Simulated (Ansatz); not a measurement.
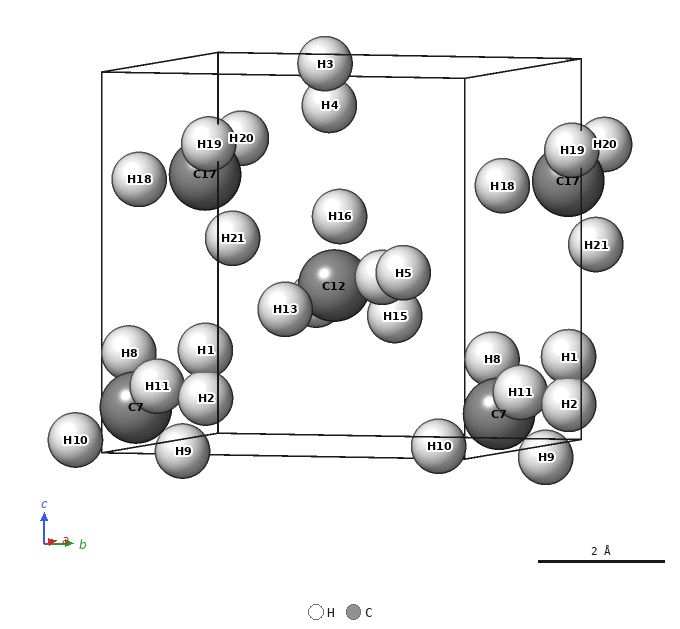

Fig. 1: The starting structure (spheres-only view of the cell of the calculation, seen at an oblique angle; atoms are numbered from 1 in the order of the input).

Molecular dynamics of CH₆ (part 1 of 2)

- system: CH₆ (disordered cell, 21 atoms in the cell)
- method: DFT PBE, scalar-relativistic, plane waves, PAW, no spin polarisation (Ansatz 0.2.0)

It belongs to a series of runs on one base structure; here: dynamics from the start. Figures and captions count atoms from 1; the log counts them from 0 in places.

What the program printed
```
Warning: md: disabling space-group detection — thermal motion breaks the input geometry's symmetry, so no spatial operation reduces the k-mesh or symmetrises the density; time reversal is kept, so that k and −k are solved as one point where they differ and the mesh holds both, and exact exchange and, on two spinor components, a DFT+U term hold to it where the run has them: on two components no moment then forms, and a state that bears one, which a typed moment (crystal.atoms[].spin; refused beside efield: under a hybrid functional) reaches, can lie lower, under hf by electronvolts; crystal.symmetry.detect: false (a key that needs symmetry detection or time reversal refuses this as the deck is read) with time_reversal: false beside it drops time reversal too
Engine: ansatz 0.2.0, x86_64-unknown-linux-gnu
Pseudopotentials: kind: paw
Pseudopotential: H, paw, valence charge 1, recommended cutoff 420 eV (normal), H.paw.azcp
Pseudopotential: C, paw, valence charge 4, recommended cutoff 420 eV (normal), C.paw.azcp
Functional definition: PBE
  parameter kappa = 0.804
  parameter beta = 0.06672455060314922
  exchange = pbe_x(kappa = kappa, mu = beta*pi^2/3)
  correlation = pbe_c(beta = beta)
Crystal: 21 atoms, lattice volume = 223.200 Å³
Basis set: ecut = 420 eV, 4385 PW (Γ), exchange–correlation on 90×90×90 points (8 copies of the dense FFT grid, shifted against one another)
Bands: 36, of which v1, the nominal top of the filled ones, is band 15 counted from 1 (14 counted from 0)
Symmetry: 1 space group operations
k-points: 1
Non-local potential: H, projectors of the file, l = 0: 2, l = 1: 1
Non-local potential: C, projectors of the file, l = 0: 2, l = 1: 2, l = 2: 1
PAW form: soft (Blöchl's): semilocal exchange-correlation on the pseudo side does not see the compensation charge
PAW one-centre angular grid: H, 110 points (default); XC on 64 Gauss nodes
PAW one-centre angular grid: C, 110 points (default); XC on 64 Gauss nodes
Initial density: superposition of atomic densities (neutral atoms: chi_scale 0, normalization atom), corrected by the library's trained network
Initial wavefunctions: pseudopotential atomic-orbital guess
Functional: x = pbe(κ = 0.804, μ = 0.2195149727645171), c = pbe(β = 0.06672455060314922)
SCF iter   1: F=—  HF=-1042.890937 eV  |F-HF|=—  |Δ(HF+E_count)|=         —  Δρ=4.79e-3  dr2=5.80e-2  ethr=1.77e-3  ⟨swp⟩=6.0  Hψ=189  notcnv=0  defer=9
preconditioner: auto → Resta (q_TF=auto, 1.953 Å⁻¹)  ε∞=1.9  [insulator: Δε(μ)=8.736 eV  Ē_g=14.643 eV  σ=0.020 eV  W_gap=1.00  n_scr=26 (ndim 8)  ℏωp=13.6 eV  f_vac=0.206  D(μ)=0.00/eV (n_scr^D=0)  ε∞_Penn≈1.9]
SCF iter   2: F=—  HF=-1042.876126 eV  |F-HF|=—  |Δ(HF+E_count)|=   1.48e-2  Δρ=2.10e-3  dr2=1.23e-2  ethr=1.93e-4  ⟨swp⟩=2.0  Hψ=53  notcnv=0  defer=12
SCF iter   3: F=—  HF=-1042.874409 eV  |F-HF|=—  |Δ(HF+E_count)|=   1.72e-3  Δρ=6.06e-4  dr2=8.66e-4  ethr=4.11e-5  ⟨swp⟩=2.0  Hψ=45  notcnv=0  defer=12
SCF iter   4: F=—  HF=-1042.874384 eV  |F-HF|=—  |Δ(HF+E_count)|=   2.45e-5  Δρ=2.25e-4  dr2=1.16e-4  ethr=2.89e-6  ⟨swp⟩=2.0  Hψ=42  notcnv=0  defer=12
SCF iter   5: F=—  HF=-1042.874411 eV  |F-HF|=—  |Δ(HF+E_count)|=   2.70e-5  Δρ=5.22e-5  dr2=8.78e-6  ethr=3.87e-7  ⟨swp⟩=3.0  Hψ=40  notcnv=0  defer=12
SCF iter   6: F=—  HF=-1042.874412 eV  |F-HF|=—  |Δ(HF+E_count)|=   5.54e-7  Δρ=1.83e-5  dr2=7.14e-7  ethr=2.93e-8  ⟨swp⟩=2.0  Hψ=38  notcnv=0  defer=12
SCF iter   7: F=—  HF=-1042.874411 eV  |F-HF|=—  |Δ(HF+E_count)|=   2.40e-7  Δρ=3.44e-6  dr2=3.95e-8  ethr=2.38e-9  ⟨swp⟩=3.0  Hψ=57  notcnv=0  defer=12
SCF iter   8: F=-1042.874411 eV  HF=-1042.874411 eV  |F-HF|=3.38e-9  |Δ(HF+E_count)|=   2.69e-8  Δρ=8.93e-7  dr2=2.49e-9  ethr=7.00e-11  ⟨swp⟩=4.0  Hψ=82  notcnv=0
SCF 1 converged in 8 iterations: F = -1042.874411 eV  dr2 = 2.49e-9
  greatest PAW one-centre occupation: 0.665 electrons in one spin orbital (limit 2), on the C atom at site 11 (counted from 0), in its partial waves of l = 0
md step     0: t =     0.00 fs  T =   238.1 K  F+E_penalty+E_count = -1042.87441134 eV  E_kin = 0.646300 eV  (8 SCF iters)
Initial density: handed on by an earlier stage of this run
Initial wavefunctions: those handed on with the density
iter 1 solved again at ethr=2.51e-5 eV; its pass at ethr=3.10e-3 eV (dr2=7.54e-3 eV) is discarded
SCF iter   1: F=—  HF=-1042.859635 eV  |F-HF|=—  |Δ(HF+E_count)|=         —  Δρ=2.62e-3  dr2=7.77e-3  ethr=2.51e-5  ⟨swp⟩=3.0  Hψ=174  notcnv=0
preconditioner: auto → Resta (q_TF=auto, 1.953 Å⁻¹)  ε∞=1.9  [insulator: Δε(μ)=8.610 eV  Ē_g=14.615 eV  σ=0.020 eV  W_gap=1.00  n_scr=26 (ndim 8)  ℏωp=13.6 eV  f_vac=0.209  D(μ)=0.00/eV (n_scr^D=0)  ε∞_Penn≈1.9]
SCF iter   2: F=—  HF=-1042.858105 eV  |F-HF|=—  |Δ(HF+E_count)|=   1.53e-3  Δρ=1.18e-3  dr2=1.28e-3  ethr=2.51e-5  ⟨swp⟩=3.0  Hψ=69  notcnv=0
SCF iter   3: F=—  HF=-1042.857979 eV  |F-HF|=—  |Δ(HF+E_count)|=   1.26e-4  Δρ=2.36e-4  dr2=8.22e-5  ethr=4.27e-6  ⟨swp⟩=2.0  Hψ=51  notcnv=0
SCF iter   4: F=—  HF=-1042.857974 eV  |F-HF|=—  |Δ(HF+E_count)|=   5.20e-6  Δρ=4.02e-5  dr2=3.31e-6  ethr=2.74e-7  ⟨swp⟩=2.0  Hψ=47  notcnv=0
SCF iter   5: F=—  HF=-1042.857977 eV  |F-HF|=—  |Δ(HF+E_count)|=   2.96e-6  Δρ=6.76e-6  dr2=1.83e-7  ethr=1.10e-8  ⟨swp⟩=3.0  Hψ=51  notcnv=0
SCF iter   6: F=—  HF=-1042.857977 eV  |F-HF|=—  |Δ(HF+E_count)|=   4.28e-8  Δρ=2.82e-6  dr2=2.13e-8  ethr=7.00e-11  ⟨swp⟩=5.0  Hψ=87  notcnv=0
SCF iter   7: F=-1042.857977 eV  HF=-1042.857977 eV  |F-HF|=1.26e-9  |Δ(HF+E_count)|=   5.36e-9  Δρ=8.86e-7  dr2=1.90e-9  ethr=7.00e-11  ⟨swp⟩=4.0  Hψ=80  notcnv=0
SCF 2 converged in 7 iterations: F = -1042.857977 eV  dr2 = 1.90e-9
  greatest PAW one-centre occupation: 0.666 electrons in one spin orbital (limit 2), on the C atom at site 11 (counted from 0), in its partial waves of l = 0
md step     1: t =     0.50 fs  T =   229.3 K  F+E_penalty+E_count = -1042.85797727 eV  E_kin = 0.622409 eV  (7 SCF iters)
[... from here on the SCF iterations and repeated set-up lines of each step are left out, up to the last step ...]
SCF 3 converged in 6 iterations: F = -1042.804674 eV  dr2 = 1.77e-8
md step     2: t =     1.00 fs  T =   204.2 K  F+E_penalty+E_count = -1042.80467385 eV  E_kin = 0.554191 eV  (6 SCF iters)
md step     3: t =     1.50 fs  T =   169.7 K  F+E_penalty+E_count = -1042.73612731 eV  E_kin = 0.460644 eV  (6 SCF iters)
md step     4: t =     2.00 fs  T =   153.9 K  F+E_penalty+E_count = -1042.67324367 eV  E_kin = 0.417672 eV  (6 SCF iters)
md step     5: t =     2.50 fs  T =   144.6 K  F+E_penalty+E_count = -1042.63109365 eV  E_kin = 0.392405 eV  (5 SCF iters)
md step     6: t =     3.00 fs  T =   139.8 K  F+E_penalty+E_count = -1042.61872887 eV  E_kin = 0.379577 eV  (5 SCF iters)
md step     7: t =     3.50 fs  T =   146.0 K  F+E_penalty+E_count = -1042.63102275 eV  E_kin = 0.396288 eV  (5 SCF iters)
md step     8: t =     4.00 fs  T =   151.3 K  F+E_penalty+E_count = -1042.65074914 eV  E_kin = 0.410717 eV  (5 SCF iters)
md step     9: t =     4.50 fs  T =   150.8 K  F+E_penalty+E_count = -1042.65947727 eV  E_kin = 0.409315 eV  (5 SCF iters)
md step    10: t =     5.00 fs  T =   152.1 K  F+E_penalty+E_count = -1042.64890411 eV  E_kin = 0.412931 eV  (6 SCF iters)
md step    11: t =     5.50 fs  T =   138.6 K  F+E_penalty+E_count = -1042.62244984 eV  E_kin = 0.376358 eV  (5 SCF iters)
md step    12: t =     6.00 fs  T =   136.4 K  F+E_penalty+E_count = -1042.58409503 eV  E_kin = 0.370188 eV  (5 SCF iters)
md step    13: t =     6.50 fs  T =   123.7 K  F+E_penalty+E_count = -1042.54466596 eV  E_kin = 0.335725 eV  (5 SCF iters)
md step    14: t =     7.00 fs  T =   109.5 K  F+E_penalty+E_count = -1042.52037254 eV  E_kin = 0.297356 eV  (5 SCF iters)
md step    15: t =     7.50 fs  T =   101.3 K  F+E_penalty+E_count = -1042.51608290 eV  E_kin = 0.274916 eV  (5 SCF iters)
md step    16: t =     8.00 fs  T =   112.7 K  F+E_penalty+E_count = -1042.53244904 eV  E_kin = 0.306045 eV  (5 SCF iters)
md step    17: t =     8.50 fs  T =   124.8 K  F+E_penalty+E_count = -1042.56619365 eV  E_kin = 0.338839 eV  (4 SCF iters)
md step    18: t =     9.00 fs  T =   145.0 K  F+E_penalty+E_count = -1042.61219152 eV  E_kin = 0.393518 eV  (5 SCF iters)
md step    19: t =     9.50 fs  T =   160.6 K  F+E_penalty+E_count = -1042.66019056 eV  E_kin = 0.435895 eV  (4 SCF iters)
md step    20: t =    10.00 fs  T =   176.9 K  F+E_penalty+E_count = -1042.70066483 eV  E_kin = 0.480245 eV  (6 SCF iters)
md step    21: t =    10.50 fs  T =   190.0 K  F+E_penalty+E_count = -1042.73024488 eV  E_kin = 0.515771 eV  (5 SCF iters)
md step    22: t =    11.00 fs  T =   192.3 K  F+E_penalty+E_count = -1042.74414450 eV  E_kin = 0.521861 eV  (5 SCF iters)
md step    23: t =    11.50 fs  T =   181.8 K  F+E_penalty+E_count = -1042.73918129 eV  E_kin = 0.493522 eV  (4 SCF iters)
md step    24: t =    12.00 fs  T =   175.8 K  F+E_penalty+E_count = -1042.71432115 eV  E_kin = 0.477178 eV  (4 SCF iters)
md step    25: t =    12.50 fs  T =   155.7 K  F+E_penalty+E_count = -1042.67218132 eV  E_kin = 0.422710 eV  (4 SCF iters)
md step    26: t =    13.00 fs  T =   147.2 K  F+E_penalty+E_count = -1042.61886522 eV  E_kin = 0.399516 eV  (5 SCF iters)
md step    27: t =    13.50 fs  T =   143.2 K  F+E_penalty+E_count = -1042.56431759 eV  E_kin = 0.388698 eV  (5 SCF iters)
md step    28: t =    14.00 fs  T =   128.9 K  F+E_penalty+E_count = -1042.52281611 eV  E_kin = 0.349868 eV  (5 SCF iters)
md step    29: t =    14.50 fs  T =   117.5 K  F+E_penalty+E_count = -1042.49996254 eV  E_kin = 0.318854 eV  (5 SCF iters)
md step    30: t =    15.00 fs  T =   115.2 K  F+E_penalty+E_count = -1042.49599529 eV  E_kin = 0.312740 eV  (6 SCF iters)
md step    31: t =    15.50 fs  T =   123.2 K  F+E_penalty+E_count = -1042.51421389 eV  E_kin = 0.334358 eV  (5 SCF iters)
md step    32: t =    16.00 fs  T =   130.2 K  F+E_penalty+E_count = -1042.54361541 eV  E_kin = 0.353525 eV  (5 SCF iters)
md step    33: t =    16.50 fs  T =   133.1 K  F+E_penalty+E_count = -1042.56705144 eV  E_kin = 0.361184 eV  (4 SCF iters)
md step    34: t =    17.00 fs  T =   125.5 K  F+E_penalty+E_count = -1042.57435467 eV  E_kin = 0.340662 eV  (5 SCF iters)
md step    35: t =    17.50 fs  T =   131.7 K  F+E_penalty+E_count = -1042.56695718 eV  E_kin = 0.357600 eV  (5 SCF iters)
md step    36: t =    18.00 fs  T =   120.4 K  F+E_penalty+E_count = -1042.54945969 eV  E_kin = 0.326895 eV  (5 SCF iters)
md step    37: t =    18.50 fs  T =   105.2 K  F+E_penalty+E_count = -1042.53421029 eV  E_kin = 0.285465 eV  (5 SCF iters)
md step    38: t =    19.00 fs  T =   108.6 K  F+E_penalty+E_count = -1042.53659498 eV  E_kin = 0.294813 eV  (5 SCF iters)
md step    39: t =    19.50 fs  T =   124.6 K  F+E_penalty+E_count = -1042.56088934 eV  E_kin = 0.338335 eV  (5 SCF iters)
md step    40: t =    20.00 fs  T =   132.1 K  F+E_penalty+E_count = -1042.60129638 eV  E_kin = 0.358613 eV  (6 SCF iters)
md step    41: t =    20.50 fs  T =   147.0 K  F+E_penalty+E_count = -1042.64357161 eV  E_kin = 0.399019 eV  (5 SCF iters)
md step    42: t =    21.00 fs  T =   163.1 K  F+E_penalty+E_count = -1042.67693988 eV  E_kin = 0.442740 eV  (5 SCF iters)
md step    43: t =    21.50 fs  T =   163.5 K  F+E_penalty+E_count = -1042.69300697 eV  E_kin = 0.443753 eV  (5 SCF iters)
md step    44: t =    22.00 fs  T =   165.0 K  F+E_penalty+E_count = -1042.69118636 eV  E_kin = 0.447821 eV  (5 SCF iters)
md step    45: t =    22.50 fs  T =   158.8 K  F+E_penalty+E_count = -1042.67590987 eV  E_kin = 0.431001 eV  (5 SCF iters)
md step    46: t =    23.00 fs  T =   146.4 K  F+E_penalty+E_count = -1042.65227710 eV  E_kin = 0.397324 eV  (4 SCF iters)
md step    47: t =    23.50 fs  T =   149.1 K  F+E_penalty+E_count = -1042.63087508 eV  E_kin = 0.404722 eV  (5 SCF iters)
md step    48: t =    24.00 fs  T =   141.7 K  F+E_penalty+E_count = -1042.61517252 eV  E_kin = 0.384566 eV  (5 SCF iters)
md step    49: t =    24.50 fs  T =   142.5 K  F+E_penalty+E_count = -1042.60501630 eV  E_kin = 0.386746 eV  (5 SCF iters)
md step    50: t =    25.00 fs  T =   137.4 K  F+E_penalty+E_count = -1042.59917009 eV  E_kin = 0.372839 eV  (6 SCF iters)
md step    51: t =    25.50 fs  T =   148.5 K  F+E_penalty+E_count = -1042.59430059 eV  E_kin = 0.403199 eV  (5 SCF iters)
md step    52: t =    26.00 fs  T =   150.1 K  F+E_penalty+E_count = -1042.59129037 eV  E_kin = 0.407487 eV  (4 SCF iters)
md step    53: t =    26.50 fs  T =   155.3 K  F+E_penalty+E_count = -1042.58814176 eV  E_kin = 0.421582 eV  (5 SCF iters)
md step    54: t =    27.00 fs  T =   153.1 K  F+E_penalty+E_count = -1042.58167925 eV  E_kin = 0.415532 eV  (5 SCF iters)
md step    55: t =    27.50 fs  T =   154.2 K  F+E_penalty+E_count = -1042.57132448 eV  E_kin = 0.418674 eV  (5 SCF iters)
md step    56: t =    28.00 fs  T =   162.9 K  F+E_penalty+E_count = -1042.55544412 eV  E_kin = 0.442210 eV  (4 SCF iters)
md step    57: t =    28.50 fs  T =   153.3 K  F+E_penalty+E_count = -1042.53464249 eV  E_kin = 0.416104 eV  (4 SCF iters)
md step    58: t =    29.00 fs  T =   155.9 K  F+E_penalty+E_count = -1042.51815249 eV  E_kin = 0.423122 eV  (5 SCF iters)
md step    59: t =    29.50 fs  T =   163.9 K  F+E_penalty+E_count = -1042.51374258 eV  E_kin = 0.444884 eV  (5 SCF iters)
md step    60: t =    30.00 fs  T =   172.3 K  F+E_penalty+E_count = -1042.52364827 eV  E_kin = 0.467707 eV  (6 SCF iters)
md step    61: t =    30.50 fs  T =   186.7 K  F+E_penalty+E_count = -1042.54617966 eV  E_kin = 0.506692 eV  (5 SCF iters)
md step    62: t =    31.00 fs  T =   183.7 K  F+E_penalty+E_count = -1042.57547891 eV  E_kin = 0.498628 eV  (5 SCF iters)
md step    63: t =    31.50 fs  T =   209.1 K  F+E_penalty+E_count = -1042.60818798 eV  E_kin = 0.567697 eV  (5 SCF iters)
md step    64: t =    32.00 fs  T =   219.4 K  F+E_penalty+E_count = -1042.63473700 eV  E_kin = 0.595588 eV  (5 SCF iters)
md step    65: t =    32.50 fs  T =   209.7 K  F+E_penalty+E_count = -1042.64536946 eV  E_kin = 0.569206 eV  (5 SCF iters)
md step    66: t =    33.00 fs  T =   203.7 K  F+E_penalty+E_count = -1042.63964422 eV  E_kin = 0.552992 eV  (4 SCF iters)
md step    67: t =    33.50 fs  T =   196.8 K  F+E_penalty+E_count = -1042.62706041 eV  E_kin = 0.534188 eV  (5 SCF iters)
md step    68: t =    34.00 fs  T =   190.9 K  F+E_penalty+E_count = -1042.61547073 eV  E_kin = 0.518183 eV  (4 SCF iters)
md step    69: t =    34.50 fs  T =   178.5 K  F+E_penalty+E_count = -1042.60533393 eV  E_kin = 0.484577 eV  (5 SCF iters)
md step    70: t =    35.00 fs  T =   168.2 K  F+E_penalty+E_count = -1042.59842276 eV  E_kin = 0.456681 eV  (6 SCF iters)
md step    71: t =    35.50 fs  T =   164.7 K  F+E_penalty+E_count = -1042.60141204 eV  E_kin = 0.446994 eV  (5 SCF iters)
md step    72: t =    36.00 fs  T =   169.8 K  F+E_penalty+E_count = -1042.61190465 eV  E_kin = 0.460986 eV  (5 SCF iters)
md step    73: t =    36.50 fs  T =   169.0 K  F+E_penalty+E_count = -1042.61988065 eV  E_kin = 0.458660 eV  (5 SCF iters)
md step    74: t =    37.00 fs  T =   164.3 K  F+E_penalty+E_count = -1042.61983069 eV  E_kin = 0.446043 eV  (5 SCF iters)
md step    75: t =    37.50 fs  T =   146.0 K  F+E_penalty+E_count = -1042.60949719 eV  E_kin = 0.396264 eV  (4 SCF iters)
SCF 300 converged in 5 iterations: F = -1042.485059 eV  dr2 = 1.98e-9
md step   299: t =   149.50 fs  T =   257.5 K  F+E_penalty+E_count = -1042.48505877 eV  E_kin = 0.698878 eV  (5 SCF iters)
iter 1 solved again at ethr=2.76e-5 eV; its pass at ethr=3.10e-3 eV (dr2=8.28e-3 eV) is discarded
SCF iter   1: F=—  HF=-1042.496221 eV  |F-HF|=—  |Δ(HF+E_count)|=         —  Δρ=2.59e-3  dr2=8.68e-3  ethr=2.76e-5  ⟨swp⟩=5.0  Hψ=194  notcnv=0
preconditioner: auto → Resta (q_TF=auto, 1.953 Å⁻¹)  ε∞=1.9  [insulator: Δε(μ)=8.299 eV  Ē_g=14.754 eV  σ=0.020 eV  W_gap=1.00  n_scr=26 (ndim 8)  ℏωp=13.6 eV  f_vac=0.210  D(μ)=0.00/eV (n_scr^D=0)  ε∞_Penn≈1.9]
SCF iter   2: F=—  HF=-1042.494348 eV  |F-HF|=—  |Δ(HF+E_count)|=   1.87e-3  Δρ=1.08e-3  dr2=1.08e-3  ethr=2.76e-5  ⟨swp⟩=3.0  Hψ=70  notcnv=0
SCF iter   3: F=—  HF=-1042.494278 eV  |F-HF|=—  |Δ(HF+E_count)|=   6.97e-5  Δρ=2.76e-4  dr2=8.24e-5  ethr=3.60e-6  ⟨swp⟩=2.0  Hψ=48  notcnv=0
SCF iter   4: F=—  HF=-1042.494278 eV  |F-HF|=—  |Δ(HF+E_count)|=   4.82e-7  Δρ=4.57e-5  dr2=3.75e-6  ethr=2.75e-7  ⟨swp⟩=2.0  Hψ=51  notcnv=0
SCF iter   5: F=—  HF=-1042.494267 eV  |F-HF|=—  |Δ(HF+E_count)|=   1.08e-5  Δρ=7.28e-6  dr2=1.67e-7  ethr=1.25e-8  ⟨swp⟩=2.0  Hψ=48  notcnv=0
SCF iter   6: F=—  HF=-1042.494267 eV  |F-HF|=—  |Δ(HF+E_count)|=   8.66e-8  Δρ=3.48e-6  dr2=2.99e-8  ethr=7.00e-11  ⟨swp⟩=5.0  Hψ=94  notcnv=0
SCF iter   7: F=-1042.494267 eV  HF=-1042.494267 eV  |F-HF|=4.28e-10  |Δ(HF+E_count)|=   6.82e-9  Δρ=7.51e-7  dr2=1.19e-9  ethr=7.00e-11  ⟨swp⟩=4.0  Hψ=82  notcnv=0
SCF 301 converged in 7 iterations: F = -1042.494267 eV  dr2 = 1.19e-9
md step   300: t =   150.00 fs  T =   258.9 K  F+E_penalty+E_count = -1042.49426678 eV  E_kin = 0.702667 eV  (7 SCF iters)
```

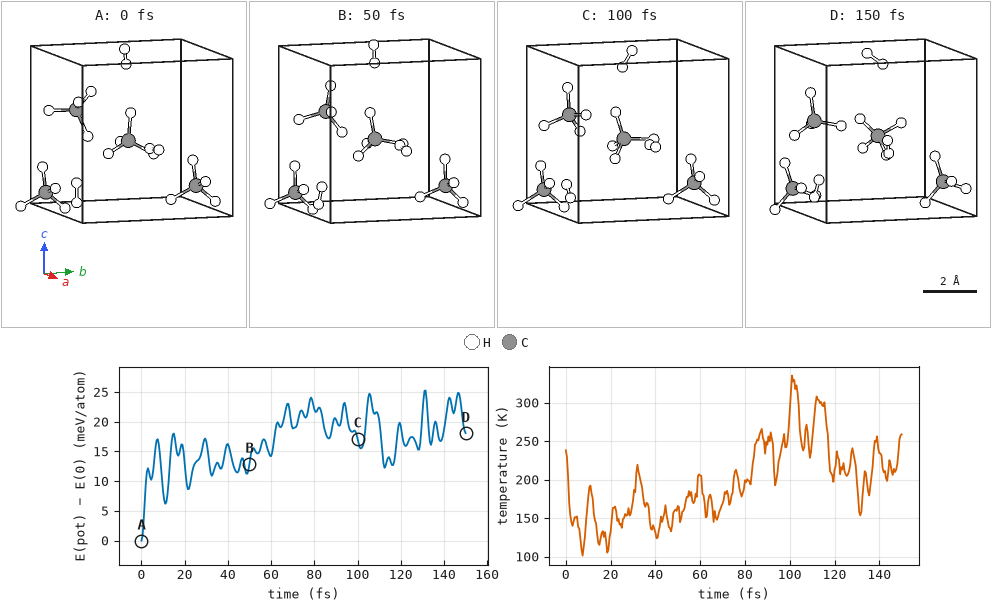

Fig. 2: Frames of the molecular dynamics (ball-and-stick, simulation cell, seen slightly off an axis) above the curves, on which the letters mark them. The trajectory kept here has 301 frames over 150 fs. The temperature starts at 238 K, ranges from 101 to 335 K and averages 234 K over the second half. The potential energy ends 18.1 meV/atom above its first value. With the common drift removed, the root-mean-square displacement is 0.85 Å, and H18 has moved furthest (1.52 Å).

```
SCF converged after 7 iterations
Free energy (F): -1042.494267 eV
Harris-Foulkes:  -1042.494267 eV  (|F-HF|=4.28e-10)
Internal energy: -1042.494267 eV  (E = F + TS)
E sigma→0 (E₀):  -1042.494267 eV
Fermi energy:    -2.027655 eV
--- Per-component energies (eV) ---
  E_band       = -257.726379
  E_kinetic    = 521.148948
  E_local      = -1298.226722  (includes V_loc(G=0)·N_el)
  E_nonlocal   = 112.731932
  E_hartree    = 413.753357
  E_xc         = -306.372342
  E_vxc        = -387.100275  (∫ρ·V_xc dr)
  E_paw        = -308.815570  (= ΣΔE_a)
  E_vpaw       = -33.762830  (= ΣTr[D̂ρ^β])
  E_aug_tail   = -0.024329  (compensation charges beyond the density's cutoff)
  E_ewald      = -176.689541
  E_smearing   = -0.000000  (= −TS)
  E_closure    = -0.000000  (closes the sum)
  Σ components = -1042.494267   (vs F -1042.494267, Δ=0.00e0)
--- Forces (eV/Å), atoms counted from 1 ---
  atom   1  H     -0.40165022    -0.12807248    -1.18262995
  atom   2  H      0.18889738     0.13480809     0.86619952
  atom   3  H     -0.22719387    -0.39050130     0.44378961
  atom   4  H      0.23035485     0.36728242    -0.28546128
  atom   5  H      0.39347432    -0.07463892     0.42345326
  atom   6  H     -0.38773326     0.22169854    -0.36333546
  atom   7  C      0.34144506     0.82553065    -0.31415743
  atom   8  H      0.17314817    -0.43185280     0.13385635
  atom   9  H      0.15741363     0.48696455     0.00430671
  atom  10  H      0.16336824    -0.62822215     0.18501401
  atom  11  H     -0.55201369    -0.23872847    -0.05942539
  atom  12  C     -0.15460517    -0.22721541    -0.29288284
  atom  13  H     -0.10696357     0.10003085    -0.39123098
  atom  14  H      0.31762487     0.18962145    -0.08870760
  atom  15  H      0.01739325    -0.20164879     0.19315354
  atom  16  H     -0.10209250     0.05079030     0.50317073
  atom  17  C     -0.00125564     0.64691642     1.10093769
  atom  18  H      0.35021207    -0.52576726    -0.39972938
  atom  19  H     -0.01890751    -0.15469748    -0.41783907
  atom  20  H      0.02514339    -0.22590701     0.34519239
  atom  21  H     -0.40605327     0.20361648    -0.40367105
  max |Σ_I F_I| component: 7.70e-6 eV/Å
--- MD trajectory: 300 steps, t = 0.0 → 150.0 fs ---
  final state: T = 258.9 K   F+E_penalty+E_count = -1042.49426678 eV   E_kin = 0.702667 eV
```
